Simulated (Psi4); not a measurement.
# [B2H5]− (SMILES B[BH3-]) at MP2/jun-cc-pVDZ (density fitting, density fitting for correlation, sweep point 2)

Aim: the vertical ionisation energy of [B2H5]− at MP2/jun-cc-pVDZ (density fitting, density fitting for correlation, sweep point 2), from 2 runs. 

Program for the calculation: Psi4 1.11.

37 further runs of the same task are left out: 32 that didn't finish, 5 set aside as unsound or not needed.

**1. The structure to begin with**

[B2H5]− has 7 atoms, charge -1, and is taken as a singlet. As SMILES, `B[BH3-]`. Geometry: relaxed at GFN2-xTB.

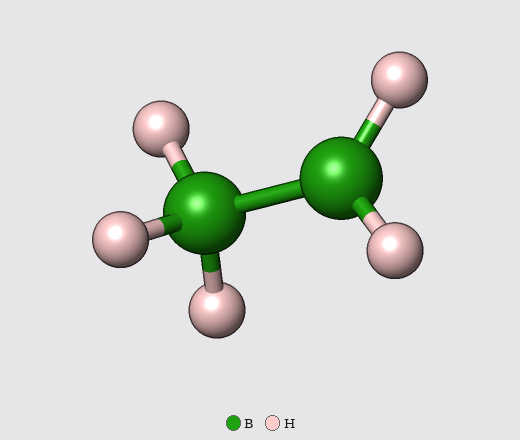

The structure, seen from a chosen angle (boron green, hydrogen pink).

**2. A single-point energy at MP2/jun-cc-pVDZ (density fitting, density fitting for correlation, sweep point 2)**

Contents of calc.dat:

```
memory 1600 MB

molecule {
  -1 1
  B      0.210010    -0.813600     0.474350
  B     -0.119910     0.613520    -0.349380
  H      1.262150    -1.128320     0.968990
  H     -0.606320    -1.678230     0.657480
  H     -0.531530     0.371570    -1.495060
  H     -1.042200     1.230100     0.207460
  H      0.827810     1.404960    -0.463840
  units angstrom
  symmetry c1
}

set {
  basis jun-cc-pVDZ
  puream true
  scf_type df
  num_frozen_docc 2
}

E, wfn = energy('mp2', return_wfn=True)
print_variables()
```

Run with:

```bash
psi4 -i calc.dat -o calc.out -n 1
```

calc.out:

```text
[...]
  Running in c1 symmetry.
[...]
  Nuclear repulsion =   26.045679649529131
[...]
  Multiplicity = 1
[...]
  Nalpha       = 8
  Nbeta        = 8
[...]
    Number of basis functions: 61
[...]
   @DF-RHF iter   1:   -52.09414674188344   -9.01518e-01   6.27646e-03 ADIIS/DIIS
[...]
   @DF-RHF iter  10:   -52.21832949448647   -6.34515e-12   8.70420e-09 DIIS
[...]
    Orbital Energies [Eh]
    ---------------------
    Doubly Occupied:
       1A     -7.382104     2A     -7.292584     3A     -0.512625
       4A     -0.412780     5A     -0.281754     6A     -0.198458
       7A     -0.181407     8A     -0.166639
[...]
  @DF-RHF Final Energy:   -52.21832949448647
   => Energetics <=
    Nuclear Repulsion Energy =             26.0456796495291307
    One-Electron Energy =                -123.6713186118802525
    Two-Electron Energy =                  45.4073094678646498
    Total Energy =                        -52.2183294944864684
[...]
 Multipole Moments:
 ------------------------------------------------------------------------------------
     Multipole            Electronic (a.u.)      Nuclear  (a.u.)        Total (a.u.)
 ------------------------------------------------------------------------------------
 L = 1.  Multiply by 2.5417464519 to convert [e a0] to [Debye]
 Dipole X            :          0.4699094           -0.2629686            0.2069408
 Dipole Y            :         -1.5214166            0.5839781           -0.9374385
 Dipole Z            :          0.9008882           -0.3647528            0.5361354
 Magnitude           :                                                    1.0995711
[...]
```

Wall time 5.1 s (1 thread of AMD EPYC 7R43 (Zen 3), shared host); peak memory 0.2 GiB.

**3. Doublet neutral B2H5 at the same level**

Contents of job.dat:

```
memory 1600 mb

molecule {
  0 2
  B      0.210010    -0.813600     0.474350
  B     -0.119910     0.613520    -0.349380
  H      1.262150    -1.128320     0.968990
  H     -0.606320    -1.678230     0.657480
  H     -0.531530     0.371570    -1.495060
  H     -1.042200     1.230100     0.207460
  H      0.827810     1.404960    -0.463840
  units angstrom
  symmetry c1
}

set globals {
  basis                   jun-cc-pVDZ
  reference               uhf
  puream                  true
  scf_type                df
  num_frozen_docc         2
  maxiter                 100
  soscf                   true
  soscf_start_convergence 0.001
}

e, wfn = energy("mp2", return_wfn=True)
print_variables()
```

Run with:

```bash
psi4 -i job.dat -o job.out -n 1
```

job.out:

```text
[...]
  Running in c1 symmetry.
[...]
  Nuclear repulsion =   26.045679649529131
[...]
  Multiplicity = 2
[...]
  Nalpha       = 8
  Nbeta        = 7
[...]
    Number of basis functions: 61
[...]
   @DF-UHF iter   1:   -51.98009266009340   -7.87464e-01   4.68736e-03 ADIIS/DIIS
[...]
   @DF-UHF iter  22:   -52.11205313580696   -4.56168e-12   2.91902e-09 SOSCF, nmicro=conv
[...]
   @S^2 Observed:                7.571280587E-01
[...]
    Orbital Energies [Eh]
    ---------------------
    Alpha Occupied:
       1A     -7.710193     2A     -7.586150     3A     -0.830628
       4A     -0.680368     5A     -0.549959     6A     -0.509892
       7A     -0.465151     8A     -0.436761
    Alpha Virtual:
       9A      0.022664    10A      0.039454    11A      0.063707
      12A      0.064769    13A      0.073985    14A      0.085945
      15A      0.090158    16A      0.094724    17A      0.159517
      18A      0.230497    19A      0.264767    20A      0.269541
      21A      0.301153    22A      0.331833    23A      0.354938
      24A      0.440019    25A      0.461928    26A      0.493400
[...]
  @DF-UHF Final Energy:   -52.11205313580696
   => Energetics <=
    Nuclear Repulsion Energy =             26.0456796495291307
    One-Electron Energy =                -119.4905648812001004
    Two-Electron Energy =                  41.3328320958640063
    Total Energy =                        -52.1120531358069599
  UHF NO Occupations:
  HONO-2 :    6  A 1.9992382
  HONO-1 :    7  A 1.9977030
[...]
 Multipole Moments:
 ------------------------------------------------------------------------------------
     Multipole            Electronic (a.u.)      Nuclear  (a.u.)        Total (a.u.)
 ------------------------------------------------------------------------------------
 L = 1.  Multiply by 2.5417464519 to convert [e a0] to [Debye]
 Dipole X            :          0.3816884           -0.2629686            0.1187198
 Dipole Y            :         -1.3214517            0.5839781           -0.7374736
 Dipole Z            :          0.7751999           -0.3647528            0.4104471
 Magnitude           :                                                    0.8523077
[...]
```

Wall time 7.2 s (1 thread of AMD EPYC 7R43 (Zen 3), shared host); peak memory 0.2 GiB.

**4. Summary of results**

At MP2/jun-cc-pVDZ (density fitting, density fitting for correlation, sweep point 2), 2 core orbitals frozen:

| quantity | value |
| --- | --- |
| singlet [B2H5]−: total energy | -52.43182 Eh |
| singlet [B2H5]−: HOMO energy (Hartree–Fock orbitals) | -4.53 eV |
| singlet [B2H5]−: LUMO energy (Hartree–Fock orbitals) | 4.03 eV |
| singlet [B2H5]−: HOMO–LUMO gap (to an unbound level, set by the basis) | 8.56 eV |
| singlet [B2H5]−: correlation energy (2 core orbitals frozen) | -213.5 mEh |
| doublet neutral B2H5: total energy | -52.29618 Eh |
| doublet neutral B2H5: HOMO energy (Hartree–Fock orbitals) (highest over α and β) | -11.58 eV |
| doublet neutral B2H5: LUMO energy (Hartree–Fock orbitals) (lowest over α and β) | -1.41 eV |
| doublet neutral B2H5: correlation energy (2 core orbitals frozen) | -184.1 mEh |
| doublet neutral B2H5: ⟨S²⟩ of the reference determinant | 0.757 |
| vertical detachment energy (to the doublet neutral) | 3.691 eV |

In words: Removing an electron at fixed nuclei costs 3.69 eV (85 kcal/mol).
